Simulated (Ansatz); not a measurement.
Two G0W0 runs on WSi2N4/WSi2N4 (MoSi2N4 type bilayer).

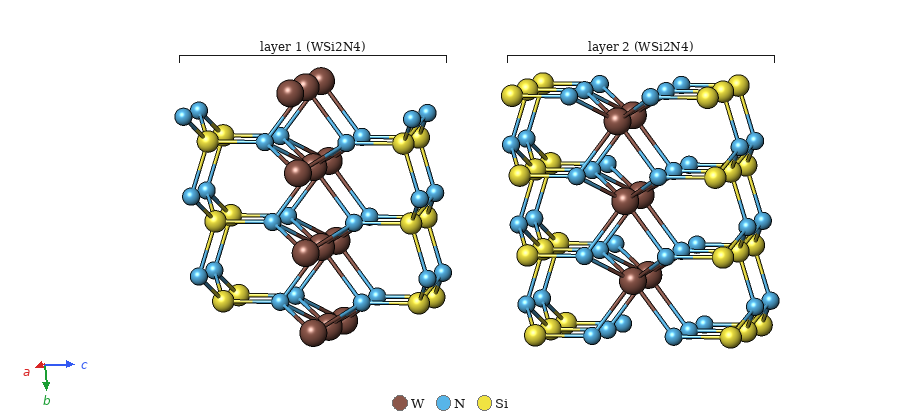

The structure (tungsten brown, nitrogen blue, silicon yellow). Bonds to atoms that aren't drawn are left out. 2×3×1 cells are drawn. Some periodic images of atoms are drawn too.

The cell holds 14 atoms: 2 W, 8 N and 4 Si. Cell: a = 2.883 Å, b = 2.883 Å, c = 56.600 Å, α = 90.0°, β = 90.0°, γ = 120.0°. It derives from N4Si2W1. Regions: layer 1 (WSi2N4), 7 atoms (1 W, 4 N and 2 Si); layer 2 (WSi2N4), 7 atoms (1 W, 4 N and 2 Si). Vacuum lies along c.

```xyz
14
Lattice="2.8834 0.0000 0.0000 -1.4417 2.4971 0.0000 0.0000 0.0000 56.6000" Properties=species:S:1:pos:R:3
W     0.0000    0.0000   23.4350
N     0.0000    1.6647   24.6763
N     0.0000    1.6647   22.1925
Si    0.0000    1.6647   26.4097
Si    0.0000    1.6647   20.4574
N     1.4417    0.8324   26.9090
N     1.4417    0.8324   19.9498
W     1.4417    0.8324   33.1650
N     0.0000    0.0000   34.4075
N     0.0000    0.0000   31.9238
Si    0.0000    0.0000   36.1426
Si    0.0000    0.0000   30.1906
N     0.0000    1.6647   36.6502
N     0.0000    1.6647   29.6892
```

The structure was relaxed with PBEsol-D3(BJ). The runs that relaxed it are not among those shown. Spin-orbit coupling is left out unless a run names it.

The first (Ansatz 0.2.0; start PBEsol, 9×9×1 mesh, 601 empty bands, screening to 75 eV, PAW set soft_1 files; 1 × NVIDIA H100 80GB HBM3 (shared by 6 runs) with 3 threads of AMD EPYC 7R13 (Zen 3), shared host) gave, on its mesh: starting gap 1.83 eV, G0W0 gap 2.65 eV, mean of 1 + 4πα/V (set by the cell height) 2.78, 3.8 min.

Q: The second changes empty bands from 601 to 242 and screening cutoff (eV) from 75.0 to 41. What does it give?

It gave: starting gap 1.83 eV, G0W0 gap 2.69 eV, mean of 1 + 4πα/V (set by the cell height) 2.79, 99 s. The G0W0 gap moves by +0.04 eV, −0.0001 eV from the start and +0.04 eV from the correction. Σc changes by +0.33 eV at the valence top and +0.37 eV at the conduction bottom, and Σx − Vxc between them by +0.00 eV.

Limits: not at the basis limit; coarse mesh for a sheet; no spin-orbit coupling.

[Paths, hosts, dates, memory and timing lines, banners, echoed tables and standing remarks are left out of the program output.]

[Logs are printed without paths, hosts, clocks, repeated set-up lines and the standing remarks that a program may print on its own settings, such as how far it seeks lower states.]

[Runs of the session that timed out or met a known fault of the program may be left out.]

[Cells called generated may have been cut or substituted from an entry of the Crystallography Open Database or the Materials Project.]

[Hosts, paths, dates, database ids (printed as entryN), source tags and the programs' standing remarks are cut or masked in the printed files.]
